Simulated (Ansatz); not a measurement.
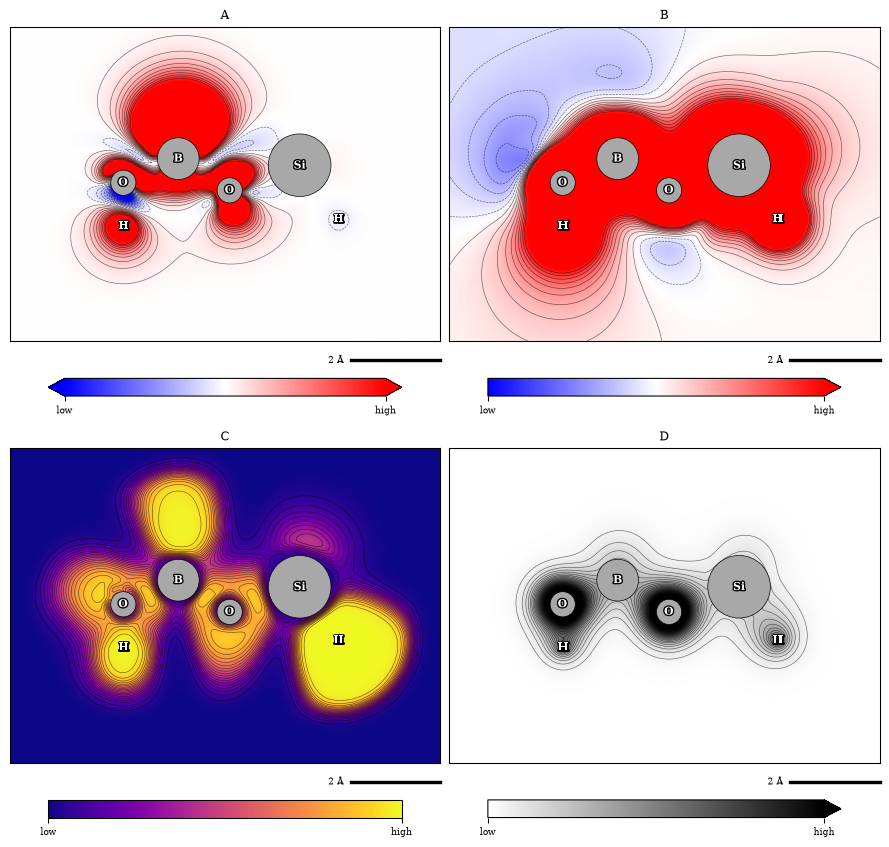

BH4O2Si (SMILES O[B]O[SiH3]) (doublet): 4 fields on the plane of atoms O3, Si4 and H6, with unlabelled colour scales. Grey discs cover the atomic cores.

Geometry: PBE0-D4/def2-TZVP.

All numbers below come from Ansatz 0.2.0, UKS PBE0-D4/def2-TZVPP.

Input file:

```
crystal:
  periodic: [false, false, false]
  atoms:
    - {symbol: O, position_ang: [1.927006, 0.918975, -1.499101]}
    - {symbol: B, position_ang: [0.834516, 0.234687, -1.129427]}
    - {symbol: O, position_ang: [0.303134, 0.249049, 0.111746]}
    - {symbol: Si, position_ang: [-1.036444, -0.557761, 0.675539]}
    - {symbol: H, position_ang: [2.316206, 1.439751, -0.782584]}
    - {symbol: H, position_ang: [-1.182264, -0.165805, 2.095670]}
    - {symbol: H, position_ang: [-2.237478, -0.153728, -0.094183]}
    - {symbol: H, position_ang: [-0.832476, -2.022268, 0.566440]}
basis:
  gaussian: {orbitals: def2-TZVPP}
magnetization: {spin_polarized: true, initial_magnetization: 1}
hamiltonian: {xc: pbe0, dispersion: d4}
output: {orbitals: {seedname: orbitals}}
```

Run with:

```sh
ansatz run in.yaml --threads 2 --pin off --events-out ev --progress --plain --max-ram 32768MiB --backend cpu
```

**Which field does each panel show? The fields are: electron density, electron localisation function, electrostatic potential and spin density.**

Panel A: spin density (confined to the atoms that carry the unpaired spin). Panel B: electrostatic potential (strongly positive close to the atoms, with negative regions outside electron-rich atoms). Panel C: electron localisation function. Panel D: electron density. From the grid: B–O (1.34 Å): ρ at the midpoint is about 2.2 e/Å³; the ELF peaks at about 0.90 between the atoms: a short, strongly polar bond. Si–O (1.66 Å): ρ is about 1.1 e/Å³ halfway; the ELF peaks at about 0.90 between the atoms; a shared but strongly polarised pair.
